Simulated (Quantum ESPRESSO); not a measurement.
# Energy and gap at +3 % biaxial strain: 1T-SiSSe, 1 layer

How the rows were computed: Quantum ESPRESSO 7.5 driven by ASE, PBE, GBRV ultrasoft, ESM (bc1); atomic heights clamped; cell area 10.045 Å² at zero strain.

```
strain (%)  energy (meV a cell)  gap on the mesh (eV)
        −3                85.30                 0.537
      −1.5                20.66                 0.613
         0                 0.00                 0.681
      +1.5                18.28                 0.741
```

To predict: What are energy and gap at +3 %, and how stiff is the sheet?

**Worked estimate.** About zero, E'' = (20.66 + 18.28 − 2 × 0.00)/1.5² = 17.31 meV per %² and E' = (18.28 − 20.66)/3 = −0.79 meV per %. With E = A K ε², where K = (C11 + C22)/2 + C12 (C11 + C12 for a hexagonal sheet), K = 17.31 × 10/(2 × 10.045) × 16.02 = 138 N/m. The parabola gives E(+3 %) = 0.00 + 3 × (−0.79) + 4.5 × 17.31 = 75.5 meV. Continuing the last slope, the gap is 2 × 0.741 − 0.681 = 0.801 eV.

**The withheld run.** E = 70.8 meV and the gap 0.794 eV. The parabola misses by +4.7 meV, too high, since bonds soften under tension. The gap's line misses by +0.007 eV.

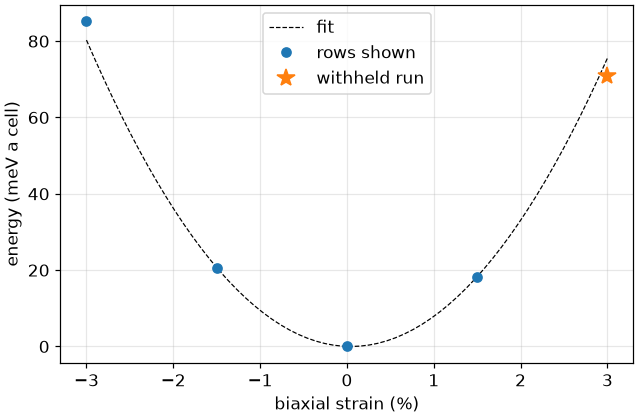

The rows shown, the fit and the withheld run.

Caveats: Clamped heights stiffen sheets with several planes. Semilocal gap, no spin-orbit coupling.

[Logs are printed without paths, hosts, clocks, repeated set-up lines and the standing remarks that a program may print on its own settings, such as how far it seeks lower states.]
